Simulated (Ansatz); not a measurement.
## SiH5O: nudged elastic band

The run: nudged elastic band of SiH5O, multiplicity 2. Method and program: UKS revPBE-D4/def2-SVP (Ansatz 0.2.0).

It belongs to a series of runs on one base structure; here: band between the two ends. Figures and captions count atoms from 1; the log counts them from 0 in places.

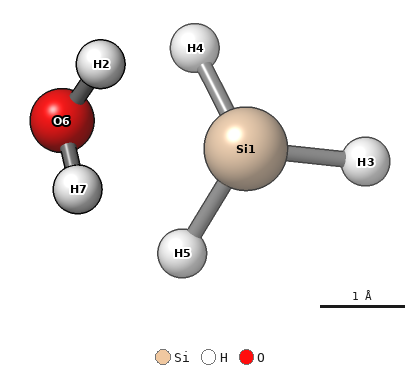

Fig. 1: The input geometry (ball-and-stick view, seen at a tilt; atoms are numbered from 1 in the order of the input). Bond lengths as drawn: H–O 0.98 Å and H–Si 1.51 to 1.52 Å.

Input
```yaml
crystal:
  periodic: [false, false, false]
  atoms:
    - { symbol: Si, position_ang: [0.246003, -0.086867, -0.081469] }
    - { symbol: H, position_ang: [0.172441, 0.471005, 2.87838] }
    - { symbol: H, position_ang: [1.147917, -0.169178, -1.296726] }
    - { symbol: H, position_ang: [-0.456205, 1.244383, -0.081667] }
    - { symbol: H, position_ang: [-0.746047, -1.219178, -0.140153] }
    - { symbol: O, position_ang: [-0.594002, -0.064542, 2.592538] }
    - { symbol: H, position_ang: [-0.283107, -0.976722, 2.757596] }
magnetization:
  spin_polarized: true
  initial_magnetization: 1
basis:
  gaussian: { orbitals: def2-SVP }
hamiltonian:
  xc: revpbe
  dispersion: d4
neb:
  order_check: false
  images: 7
  f_tol: 0.05
  max_iterations: 60
  final_atoms:
    - { symbol: Si, position_ang: [-0.22471588, 0.2269531, -0.06143584] }
    - { symbol: H, position_ang: [0.55953399, 0.19725806, 2.84642979] }
    - { symbol: H, position_ang: [1.2698564, 0.06007739, -0.12748133] }
    - { symbol: H, position_ang: [-0.67547572, 1.0922624, -1.22120258] }
    - { symbol: H, position_ang: [-0.92089591, -1.10530696, -0.15104082] }
    - { symbol: O, position_ang: [0.21163907, -0.66679566, 2.54918343] }
    - { symbol: H, position_ang: [-0.73294195, -0.60554733, 2.79404635] }
  initial_path:
    images:
      - { positions_ang: [[0.246003, -0.086867, -0.081469], [0.172441, 0.471005, 2.87838], [1.147917, -0.169178, -1.296726], [-0.456205, 1.244383, -0.081667], [-0.746047, -1.219178, -0.140153], [-0.594002, -0.064542, 2.592538], [-0.283107, -0.976722, 2.757596]] }
      - { positions_ang: [[0.17741417, -0.05871994, -0.06067939], [0.13877626, 0.3454808, 2.58615134], [1.19213328, -0.14163032, -1.10763512], [-0.50306309, 1.25323568, -0.1661495], [-0.76483978, -1.18820467, -0.22804787], [-0.42338991, -0.06706031, 2.69884388], [-0.33003093, -0.94420024, 2.90601567]] }
      - { positions_ang: [[0.10882534, -0.03057287, -0.03988978], [0.10511151, 0.2199566, 2.29392267], [1.23634957, -0.11408265, -0.91854424], [-0.54992118, 1.26208836, -0.250632], [-0.78363256, -1.15723134, -0.31594275], [-0.25277783, -0.06957862, 2.80514975], [-0.37695485, -0.91167848, 3.05443534]] }
      - { positions_ang: [[0.04023651, -0.00242581, -0.01910017], [0.07144677, 0.09443241, 2.00169401], [1.28056585, -0.08653497, -0.72945336], [-0.59677927, 1.27094103, -0.33511451], [-0.80242533, -1.12625801, -0.40383762], [-0.08216574, -0.07209693, 2.91145563], [-0.42387878, -0.87915672, 3.20285501]] }
      - { positions_ang: [[-0.02835232, 0.02572125, 0.00168945], [0.03778202, -0.03109179, 1.70946535], [1.32478214, -0.0589873, -0.54036247], [-0.64363736, 1.27979371, -0.41959701], [-0.82121811, -1.09528468, -0.4917325], [0.08844634, -0.07461524, 3.0177615], [-0.4708027, -0.84663496, 3.35127469]] }
      - { positions_ang: [[-0.07744321, 0.07602921, -0.01409188], [0.16822001, 0.02599567, 1.99370646], [1.3110507, -0.02922113, -0.43714219], [-0.65159695, 1.23291089, -0.6199984], [-0.84613756, -1.09779025, -0.40655958], [0.11924452, -0.22266034, 2.90061699], [-0.53633752, -0.78636305, 3.2119676]] }
      - { positions_ang: [[-0.1265341, 0.12633718, -0.0298732], [0.29865801, 0.08308313, 2.27794757], [1.29731927, 0.00054505, -0.3339219], [-0.65955654, 1.18602806, -0.82039979], [-0.87105701, -1.10029582, -0.32138666], [0.1500427, -0.37070545, 2.78347247], [-0.60187233, -0.72609114, 3.07266052]] }
      - { positions_ang: [[-0.17562499, 0.17664514, -0.04565452], [0.429096, 0.1401706, 2.56218868], [1.28358784, 0.03031122, -0.23070161], [-0.66751613, 1.13914523, -1.02080118], [-0.89597646, -1.10280139, -0.23621374], [0.18084088, -0.51875055, 2.66632795], [-0.66740714, -0.66581923, 2.93335343]] }
      - { positions_ang: [[-0.22471588, 0.2269531, -0.06143584], [0.55953399, 0.19725806, 2.84642979], [1.2698564, 0.06007739, -0.12748133], [-0.67547572, 1.0922624, -1.22120258], [-0.92089591, -1.10530696, -0.15104082], [0.21163907, -0.66679566, 2.54918343], [-0.73294195, -0.60554733, 2.79404635]] }
```

Machine: 1 thread of Arm Neoverse V2, 24 GiB of memory available, shared host.

Launch command:
```bash
ansatz run input.yaml --threads 1 --pin off --max-ram 2048MiB --backend cpu --events-out ev --progress --plain --runs-dir out
```

Log
```
Engine: ansatz 0.2.0, aarch64-unknown-linux-gnu
Functional definition: revPBE
  parameter kappa = 1.245
  parameter beta = 0.06672455060314922
  exchange = pbe_x(kappa = kappa, mu = beta*pi^2/3)
  correlation = pbe_c(beta = beta)
629 factors; their error is unknown
mean field evaluation 1: about -9993.3534 eV, gradient 3.5e1 eV
mean field evaluation 2: about -9966.7718 eV, gradient 8.1e1 eV
mean field evaluation 4: about -9997.8806 eV, gradient 2.1e0 eV
mean field evaluation 8: about -9997.9122 eV, gradient 3.6e-2 eV
mean field evaluation 16: about -9997.8723 eV, gradient 5.1e-5 eV
mean field -9997.87231616 eV, -367.4150308175 hartree, gradient 5.1e-5 eV, S^2 0.752476; 0 other end points of the search recorded, 0 dependent functions left out
the calculation of the forces begins
reference -9997.87235487 eV, -367.4150322400 hartree; 14, 13 occupied and 43, 44 virtual orbitals, 629 factors
629 factors; their error is unknown
mean field evaluation 32: about -9997.8721 eV, gradient 5.3e-5 eV
mean field -9997.87205774 eV, -367.4150213208 hartree, gradient 5.3e-5 eV, S^2 0.752480; 0 other end points of the search recorded, 0 dependent functions left out
[... from here on the field's lines of each further geometry are left out, up to the last ...]
NEB iter   1: max|band force component| = 3.134e1 eV/Å  barrier→ = 5.0472 eV  barrier← = 5.0475 eV  Δτ_max = 0.2000 Å  (270 SCF iters)
NEB iter   2: max|band force component| = 3.809e0 eV/Å  barrier→ = 0.8096 eV  barrier← = 0.8099 eV  Δτ_max = 0.2000 Å  (209 SCF iters)
NEB iter   3: max|band force component| = 2.326e0 eV/Å  barrier→ = 0.5253 eV  barrier← = 0.5257 eV  Δτ_max = 0.2000 Å  (208 SCF iters)
NEB iter   4: max|band force component| = 2.419e0 eV/Å  barrier→ = 0.4432 eV  barrier← = 0.4436 eV  Δτ_max = 0.1016 Å  (210 SCF iters)
NEB iter   5: max|band force component| = 1.527e0 eV/Å  barrier→ = 0.3319 eV  barrier← = 0.3322 eV  Δτ_max = 0.1002 Å  (192 SCF iters)
NEB iter   6: max|band force component| = 6.303e-1 eV/Å  barrier→ = 0.2304 eV  barrier← = 0.2308 eV  Δτ_max = 0.1967 Å  (194 SCF iters)
NEB iter   7: max|band force component| = 6.216e-1 eV/Å  barrier→ = 0.2016 eV  barrier← = 0.2019 eV  Δτ_max = 0.2000 Å  (204 SCF iters)
NEB iter   8: max|band force component| = 2.129e0 eV/Å  barrier→ = 0.5675 eV  barrier← = 0.5678 eV  Δτ_max = 0.1005 Å  (203 SCF iters)
NEB iter   9: max|band force component| = 7.589e-1 eV/Å  barrier→ = 0.1835 eV  barrier← = 0.1839 eV  Δτ_max = 0.1264 Å  (193 SCF iters)
NEB iter  10: max|band force component| = 4.564e-1 eV/Å  barrier→ = 0.1767 eV  barrier← = 0.1770 eV  CI = image 4  Δτ_max = 0.0654 Å  (195 SCF iters)
NEB iter  11: max|band force component| = 1.645e-1 eV/Å  barrier→ = 0.1738 eV  barrier← = 0.1741 eV  CI = image 4  Δτ_max = 0.1126 Å  (199 SCF iters)
NEB iter  12: max|band force component| = 2.308e-1 eV/Å  barrier→ = 0.1709 eV  barrier← = 0.1713 eV  CI = image 4  Δτ_max = 0.0563 Å  (193 SCF iters)
NEB iter  13: max|band force component| = 1.198e-1 eV/Å  barrier→ = 0.1696 eV  barrier← = 0.1699 eV  CI = image 4  Δτ_max = 0.1101 Å  (192 SCF iters)
NEB iter  14: max|band force component| = 7.064e-2 eV/Å  barrier→ = 0.1684 eV  barrier← = 0.1687 eV  CI = image 4  Δτ_max = 0.0293 Å  (195 SCF iters)
the calculation of the forces begins
reference -9997.87062754 eV, -367.4149687620 hartree; 14, 13 occupied and 43, 44 virtual orbitals, 629 factors
629 factors; their error is unknown
mean field -9997.73860849 eV, -367.4101171514 hartree, gradient 2.2e-5 eV, S^2 0.752720; 1 other end points of the search recorded, 0 dependent functions left out
the calculation of the forces begins
reference -9997.73864483 eV, -367.4101184869 hartree; 14, 13 occupied and 43, 44 virtual orbitals, 629 factors
NEB iter  15: max|band force component| = 3.855e-2 eV/Å  barrier→ = 0.1682 eV  barrier← = 0.1686 eV  CI = image 4  Δτ_max = 0.0000 Å  (381 SCF iters)
```

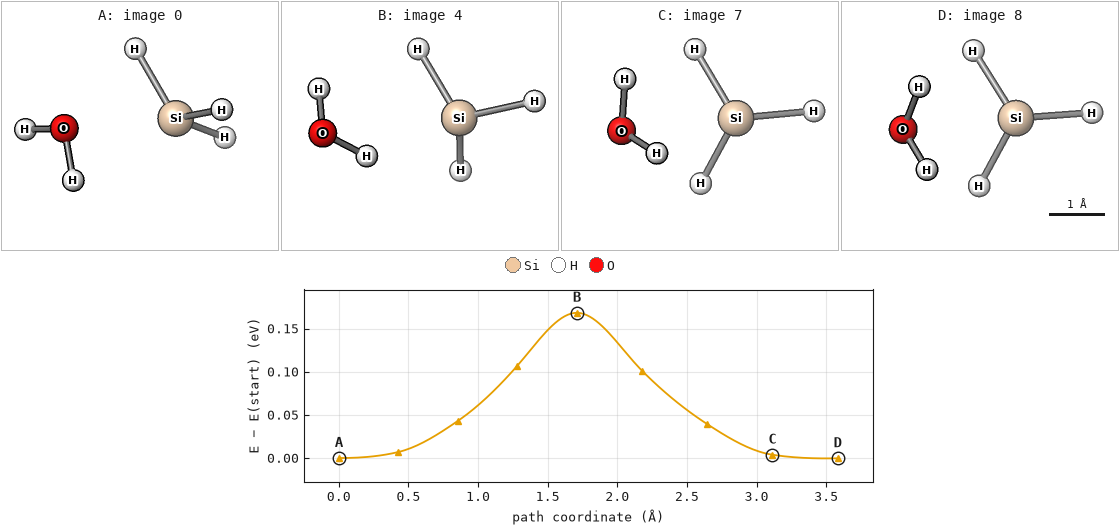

Fig. 2: Images of the last band (counted from 0; ball-and-stick, seen at a tilt) above the energy along the path; the line is a cubic interpolation that uses the forces. The highest image is number 4, 0.168 eV above the start and 0.169 eV above the end (the climbing image); start and end have the same energy. The path is 3.58 Å long. The band converged in 15 iterations.

```
Total energy: -9997.94842899 eV, -367.4178279126 hartree
Atom 0 at     0.032993     0.115935    -0.164326 Å, force     0.002121     0.006150     0.016855 eV/Å
Atom 1 at     0.294526     0.271683     2.508431 Å, force    -0.003216    -0.005904     0.011228 eV/Å
Atom 2 at     1.326146    -0.128111    -0.892147 Å, force    -0.009591    -0.000064    -0.002886 eV/Å
Atom 3 at    -0.729695     1.286763    -0.720838 Å, force     0.004632    -0.011090    -0.003124 eV/Å
Atom 4 at    -0.818186    -1.125043    -0.122193 Å, force     0.002247     0.004404    -0.009134 eV/Å
Atom 5 at    -0.048352    -0.273731     3.246044 Å, force     0.006726     0.011114    -0.013221 eV/Å
Atom 6 at    -0.570432    -0.948595     2.773528 Å, force    -0.002918    -0.004609     0.000283 eV/Å
Dipole moment:    -0.057781    -0.041129    -0.414422 e Å
this run last wrote the band of iteration 15 to [file]
```

The last band as extended XYZ (Å, eV, eV/Å)
```
7
Properties=species:S:1:pos:R:3:forces:R:3 image=0 energy=-9998.11662
Si    0.2460   -0.0869   -0.0815   -0.0066   0.0021  -0.0041
H     0.1724    0.4710    2.8784   -0.0138  -0.0090  -0.0053
H     1.1479   -0.1692   -1.2967    0.0008  -0.0012   0.0025
H    -0.4562    1.2444   -0.0817    0.0030  -0.0049   0.0031
H    -0.7460   -1.2192   -0.1402    0.0022   0.0050   0.0033
O    -0.5940   -0.0645    2.5925    0.0180  -0.0110   0.0027
H    -0.2831   -0.9767    2.7576   -0.0036   0.0191  -0.0023
7
Properties=species:S:1:pos:R:3:forces:R:3 image=1 energy=-9998.10964
Si    0.2069   -0.0229   -0.0766    0.0064  -0.0078   0.0039
H     0.3875    0.2975    2.8294   -0.0116   0.0080   0.0137
H     1.1832   -0.1222   -1.2291   -0.0076   0.0009  -0.0235
H    -0.6089    1.2338   -0.2142    0.0086  -0.0007   0.0276
H    -0.6908   -1.2335   -0.0967    0.0048  -0.0073   0.0046
O    -0.5343    0.0093    2.6763    0.0020   0.0038  -0.0195
H    -0.4566   -0.9630    2.7395   -0.0026   0.0031  -0.0067
7
Properties=species:S:1:pos:R:3:forces:R:3 image=2 energy=-9998.07360
Si    0.1208    0.0461   -0.0924    0.0180  -0.0180   0.0022
H     0.4739    0.1976    2.7044    0.0037  -0.0092   0.0380
H     1.2628   -0.1287   -1.0668   -0.0230   0.0015  -0.0355
H    -0.6775    1.2756   -0.4353    0.0095  -0.0061   0.0588
H    -0.7672   -1.1707   -0.1283    0.0141  -0.0071   0.0027
O    -0.4664   -0.0231    2.8604   -0.0363   0.0198  -0.0629
H    -0.4595   -0.9979    2.7865    0.0141   0.0192  -0.0032
7
Properties=species:S:1:pos:R:3:forces:R:3 image=3 energy=-9998.00961
Si    0.0503    0.1008   -0.1305    0.0056  -0.0021   0.0271
H     0.4632    0.1665    2.5612    0.0658  -0.0803   0.0202
H     1.2966   -0.1561   -0.9380   -0.0095   0.0000  -0.0276
H    -0.6961    1.3055   -0.6334   -0.0021   0.0012   0.0391
H    -0.8385   -1.1140   -0.1254   -0.0004  -0.0078  -0.0028
O    -0.3067   -0.0984    3.1035   -0.1336   0.1356  -0.0392
H    -0.4818   -1.0055    2.7911    0.0742  -0.0466  -0.0171
7
Properties=species:S:1:pos:R:3:forces:R:3 image=4 energy=-9997.94839
Si    0.0330    0.1159   -0.1643    0.0021   0.0062   0.0169
H     0.2945    0.2717    2.5084   -0.0032  -0.0059   0.0112
H     1.3261   -0.1281   -0.8921   -0.0096  -0.0001  -0.0029
H    -0.7297    1.2868   -0.7208    0.0046  -0.0111  -0.0031
H    -0.8182   -1.1250   -0.1222    0.0022   0.0044  -0.0091
O    -0.0484   -0.2737    3.2460    0.0067   0.0111  -0.0132
H    -0.5704   -0.9486    2.7735   -0.0029  -0.0046   0.0003
7
Properties=species:S:1:pos:R:3:forces:R:3 image=5 energy=-9998.01552
Si    0.0174    0.1206   -0.1244   -0.0135   0.0038   0.0140
H     0.1338    0.4110    2.6035   -0.0645   0.0440   0.0362
H     1.3535   -0.1088   -0.7782   -0.0057  -0.0007   0.0454
H    -0.7373    1.2435   -0.7923    0.0112  -0.0219  -0.0227
H    -0.8018   -1.1431   -0.1329   -0.0016   0.0093  -0.0037
O     0.1870   -0.4584    3.0485    0.1141  -0.0774  -0.0785
H    -0.6656   -0.8659    2.8043   -0.0400   0.0430   0.0093
7
Properties=species:S:1:pos:R:3:forces:R:3 image=6 energy=-9998.07736
Si   -0.0671    0.1703   -0.0803   -0.0215   0.0096   0.0089
H     0.1807    0.4208    2.7458   -0.0001   0.0008   0.0327
H     1.3408   -0.1244   -0.5246   -0.0010   0.0036   0.0596
H    -0.6902    1.2160   -0.9756    0.0030  -0.0118  -0.0444
H    -0.8927   -1.0891   -0.1243   -0.0151   0.0072   0.0047
O     0.2742   -0.5513    2.8006    0.0196  -0.0209  -0.0579
H    -0.6588   -0.8434    2.7869    0.0152   0.0114  -0.0035
7
Properties=species:S:1:pos:R:3:forces:R:3 image=7 energy=-9998.11281
Si   -0.1621    0.2310   -0.0635   -0.0102  -0.0035   0.0229
H     0.3193    0.3576    2.8580    0.0054  -0.0175   0.0038
H     1.2949   -0.0809   -0.2677    0.0065   0.0034   0.0179
H    -0.6463    1.1319   -1.1788   -0.0024   0.0056  -0.0293
H    -0.9797   -1.0348   -0.0772   -0.0075  -0.0027   0.0009
O     0.3003   -0.5882    2.6104    0.0274   0.0156  -0.0136
H    -0.6394   -0.8178    2.7472   -0.0192  -0.0009  -0.0026
7
Properties=species:S:1:pos:R:3:forces:R:3 image=8 energy=-9998.11696
Si   -0.2247    0.2270   -0.0614   -0.0030  -0.0023   0.0021
H     0.5595    0.1973    2.8464   -0.0049  -0.0154  -0.0051
H     1.2699    0.0601   -0.1275   -0.0025   0.0002  -0.0002
H    -0.6755    1.0923   -1.2212    0.0017  -0.0001  -0.0009
H    -0.9209   -1.1053   -0.1510    0.0024   0.0021  -0.0011
O     0.2116   -0.6668    2.5492   -0.0097   0.0163   0.0105
H    -0.7329   -0.6055    2.7940    0.0160  -0.0007  -0.0053
```

Key numbers

| quantity | value |
| --- | --- |
| outcome | converged |
| barrier, forward | 0.168 eV |
| barrier, backward | 0.169 eV |
| wall time | 3 min |
| peak memory | 0.12 GiB |

Notes

The order of the saddle point was not checked.
